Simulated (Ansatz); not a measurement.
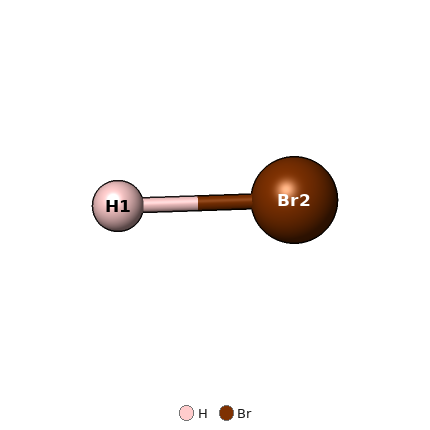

Sticks follow a distance rule. Harmonic vibrations computed with RKS PBE0-D4/def2-TZVP (Ansatz 0.2.0) at a stationary point of the same level.

Question: Is this a minimum or a saddle point?

Answer: A minimum: no imaginary frequency, and the lowest mode lies at 2667 cm⁻¹.

Question: List the wavenumbers.

Answer: 1 modes: 2667 cm⁻¹.
